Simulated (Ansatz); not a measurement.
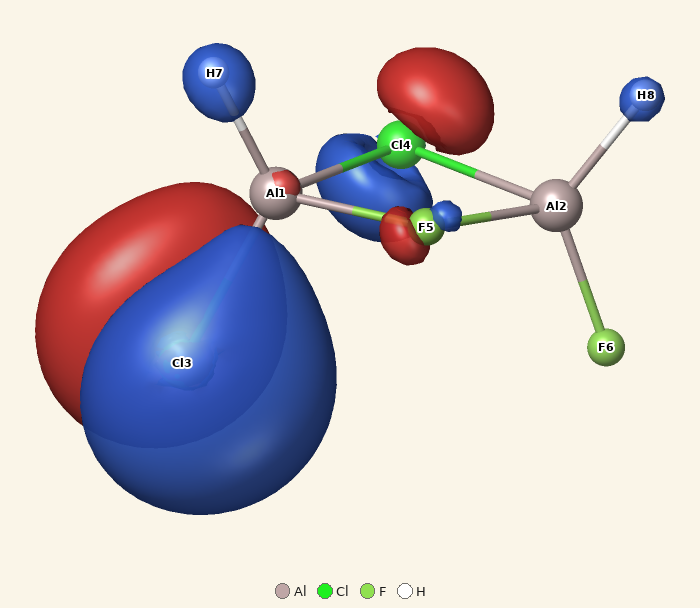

Al$_{2}$Cl$_{2}$F$_{2}$H$_{2}$. The HOMO−1 at ±0.08 Å⁻³ᐟ² (blue and red are the two phases), seen at a tilt.

Geometry: PBE0-D4/def2-SVP.

All numbers below come from isolated molecule in a Gaussian basis; Kohn-Sham density functional theory, functional PBE0 (Ansatz 0.2.0).

Input

```
crystal:
  periodic: [false, false, false]
  atoms:
    - {symbol: Al, position_ang: [0.547340, 1.267283, -0.133500]}
    - {symbol: Al, position_ang: [-0.904719, -0.029958, -2.415385]}
    - {symbol: Cl, position_ang: [-0.107759, 3.199686, 0.326337]}
    - {symbol: Cl, position_ang: [1.072388, 1.145775, -2.381436]}
    - {symbol: F, position_ang: [-0.895143, 0.252658, -0.614548]}
    - {symbol: F, position_ang: [-2.074801, 0.946011, -3.069261]}
    - {symbol: H, position_ang: [1.549663, 0.434889, 0.730656]}
    - {symbol: H, position_ang: [-0.718792, -1.536654, -2.779984]}
basis:
  gaussian: {orbitals: def2-SVPD}
hamiltonian: {xc: pbe0}
output: {forces: true, orbitals: {seedname: orbitals}}
```

Command:

```sh
ansatz run input.yaml --threads 2 --pin off --max-ram 5220MiB --events-out events.jsonl --progress --plain --runs-dir runs
```

**Describe this orbital and give its energy.**

Its weight (Hirshfeld) is mainly on Cl3 (about 85 %); largely a lone pair of Cl3. Its energy is −9.65 eV.
